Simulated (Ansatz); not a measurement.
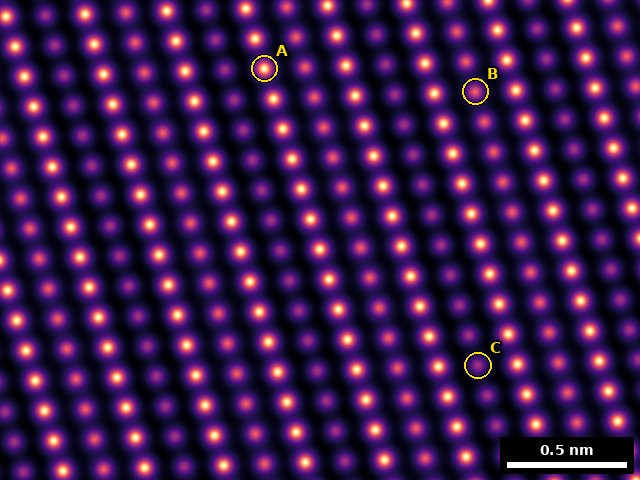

Map of the projected electrostatic potential of Au$_{2}$BrCl (R-3m, No. 166) along [310]. Computed as the sum of neutral-atom potentials (tabulated electron scattering factors, B = 0.5 Å²) projected along the beam and smoothed by 0.25 Å; brighter is more positive. The display is stretched by a gamma of 0.7; percentages refer to the linear signal. Structure: coordinates from a relaxation with Ansatz 0.2.0, DFT PBE, scalar-relativistic, plane waves, PAW; the starting structure was generated, so it need not be a known form of this composition.

```cif
data_structure
_symmetry_space_group_name_H-M 'R-3m:H'
_symmetry_Int_Tables_number 166
_cell_length_a 4.0418
_cell_length_b 4.0418
_cell_length_c 19.5818
_cell_angle_alpha 90.000
_cell_angle_beta 90.000
_cell_angle_gamma 120.000
_cell_volume 277.03
loop_
_atom_site_label
_atom_site_type_symbol
_atom_site_symmetry_multiplicity
_atom_site_Wyckoff_symbol
_atom_site_fract_x
_atom_site_fract_y
_atom_site_fract_z
_atom_site_occupancy
Au1 Au 6 c 0.00000 0.00000 0.25144 1
Br1 Br 3 b 0.33333 0.66667 0.16667 1
Cl1 Cl 3 a 0.00000 0.00000 0.00000 1
```

### Assign the marked columns.

A: Au (1 Au per 10.69 Å along the beam; the brightest kind). B: Br (1 Br per 10.69 Å along the beam; about 55 % of the brightest peak). C: Cl (1 Cl per 10.69 Å along the beam; about 30 % of the brightest peak). Brightness is counted from the darkest point of the image.
